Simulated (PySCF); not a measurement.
# One shape, several levels: AlBrCl (SMILES [Cl][Al][Br])

We compute a comparison of 6 runs (U-r2SCAN/STO-3G, U-wB97X-V/STO-3G, UB2PLYP/STO-3G, UB3LYP/STO-3G, UM06-2X/STO-3G, UPBE0/STO-3G) of AlBrCl. Input form: a Python script.

The results are computed with PySCF 2.14.0.

10 further runs of the same task are left out: 7 for a known fault of the program, 3 set aside as unsound or not needed.

## 1. The structure to begin with

The species is AlBrCl (3 atoms), meant as a doublet with charge 0. SMILES: `[Cl][Al][Br]`. One bond was lengthened or shortened from a relaxed shape.

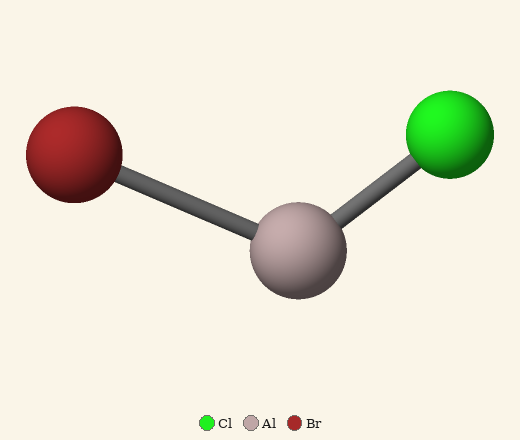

Viewed from a chosen angle; chlorine green, aluminium light grey, bromine red.

## 2. A single-point energy at U-r2SCAN/STO-3G (run 1)

The input, run.py:

```python
from pyscf import gto, dft

mol = gto.M(
    atom='Cl 0.270871 2.178772 0.376243; Al -0.817129 0.548972 -0.385357; Br 0.197100 -1.957200 -0.099400',
    verbose=4,
    charge=0,
    basis='sto-3g',
    max_memory=1860,
    spin=1,
)

mf = dft.UKS(mol, xc='r2scan')
mf.grids.level = 5
mf.conv_tol = 1e-10
mf.kernel()
if not mf.converged:
    mf = mf.newton().run(mf.mo_coeff, mf.mo_occ)

e_final = mf.e_tot
print('E = %.10f Eh' % e_final)
```

Launch:

```
$ OMP_NUM_THREADS=1 python run.py
```

Standard output:

```text
PySCF version 2.14.0

[INPUT] num. atoms = 3
[INPUT] num. electrons = 65
[INPUT] charge = 0
[INPUT] spin (= nelec alpha-beta = 2S) = 1
[INPUT] symmetry False subgroup None
[INPUT] Mole.unit = angstrom
[INPUT] Symbol           X                Y                Z      unit          X                Y                Z       unit  Magmom
[INPUT]  1 Cl     0.270871000000   2.178772000000   0.376243000000 AA    0.511872005087   4.117282367871   0.710996226285 Bohr   0.0
[INPUT]  2 Al    -0.817129000000   0.548972000000  -0.385357000000 AA   -1.544150018440   1.037406730055  -0.728219190184 Bohr   0.0
[INPUT]  3 Br     0.197100000000  -1.957200000000  -0.099400000000 AA    0.372465019152  -3.698571970999  -0.187838776782 Bohr   0.0

[... 44 lines left out ...]
WARN: HOMO -0.282880292326214 >= LUMO -0.282880292326213
[... 42 lines left out ...]
converged SCF energy = -3240.80856836862  <S^2> = 0.75666136  2S+1 = 2.0066503
E = -3240.8085683686 Eh
```

Wall time 12 s (1 thread of Arm Neoverse V1, shared host); peak memory 0.28 GiB.

## 3. A single-point energy at U-wB97X-V/STO-3G (run 2)

The input, calc.py:

```python
from pyscf import gto, dft

mol = gto.M(
    atom='''
Cl     0.511872     4.117282     0.710996
Al    -1.544150     1.037407    -0.728219
Br     0.372465    -3.698572    -0.187839
''',
    unit='bohr',
    spin=1,
    max_memory=1860,
    verbose=3,
    charge=0,
    basis='sto-3g',
)

ks = dft.UKS(mol)
ks.xc = 'wb97x-v'
ks.nlcgrids.level = 1
ks.grids.level = 5
ks.conv_tol = 1e-10
ks.kernel()
if not ks.converged:
    ks = ks.newton().run(ks.mo_coeff, ks.mo_occ)

e_final = ks.e_tot
print('E(%s) = %.9f' % ('WB97X-V', e_final))
```

Launch:

```
$ OMP_NUM_THREADS=1 python calc.py
```

Standard output:

```text
WARN: HOMO -0.303237225849154 >= LUMO -0.303237225849155

converged SCF energy = -3240.491429387  <S^2> = 0.76431829  2S+1 = 2.0142674
E(WB97X-V) = -3240.491429387
```

It took 29 s on 1 thread of Arm Neoverse V1, shared host; peak memory 0.27 GiB.

Runs 3 to 5 aren't shown in full; the table further down has their settings and results.

## 4. A single-point energy at UPBE0/STO-3G (run 6)

The input, run.py:

```python
from pyscf import gto, dft

mol = gto.Mole()
mol.atom = '''
Cl     0.270871     2.178772     0.376243
Al    -0.817129     0.548972    -0.385357
Br     0.197100    -1.957200    -0.099400
'''
mol.max_memory = 1860
mol.spin = 1
mol.charge = 0
mol.basis = 'sto-3g'
mol.verbose = 3
mol.build()

mf = dft.UKS(mol)
mf.xc = 'pbe0'
mf.grids.level = 5
mf.conv_tol = 1e-10
mf.kernel()
if not mf.converged:
    mf = mf.newton().run(mf.mo_coeff, mf.mo_occ)

energy = mf.e_tot
print('Final energy', energy)
```

Launch:

```
$ OMP_NUM_THREADS=1 python run.py
```

Standard output:

```text
WARN: HOMO -0.292162180233076 >= LUMO -0.29216218023308

converged SCF energy = -3240.28917389028  <S^2> = 0.75859861  2S+1 = 2.0085802
Final energy -3240.289173890276
```

It took 8.4 s on 1 thread of Arm Neoverse V1, shared host; peak memory 0.27 GiB.

## 5. Overview of the runs

| run | level | nlc grid | frozen core orbitals | energy (Eh) | dipole moment (D) | HOMO energy (eV) | LUMO energy (eV) | wall time |
| --- | --- | --- | --- | --- | --- | --- | --- | --- |
| 1 | U-r2SCAN/STO-3G | – | – | -3240.808568 | 3.84 | -2.95 | -1.48 | 12 s |
| 2 | U-wB97X-V/STO-3G | 1 | – | -3240.491429 | 3.96 | -6.18 | 0.93 | 29 s |
| 3 | UB2PLYP/STO-3G | – | 19 | -3240.136753 | 3.96 | -4.99 | 0.33 | 9.6 s |
| 4 | UB3LYP/STO-3G | – | – | -3240.736739 | 3.66 | -3.70 | -1.20 | 8.4 s |
| 5 | UM06-2X/STO-3G | – | – | -3240.815601 | 4.07 | -5.04 | -0.09 | 14 s |
| 6 | UPBE0/STO-3G | – | – | -3240.289174 | 3.82 | -4.01 | -0.97 | 8.4 s |

## 6. Results

```
                                 quantity           value
                      run 6: total energy  -3240.28917 Eh
                     run 6: dipole moment          3.82 D
run 6: HOMO energy (highest over α and β)        -4.01 eV
 run 6: LUMO energy (lowest over α and β)        -0.97 eV
                              run 6: ⟨S²⟩           0.759
```

**Reading.** The dipole moment (its size) runs from 3.66 D (UB3LYP/STO-3G) to 4.07 D (UM06-2X/STO-3G). Totals of different functionals can't be ranked against each other. In runs 1, 2, 3, 4, 5, 6 the basis is minimal, so the values are rough. All runs together took 81 s, the longest 29 s.
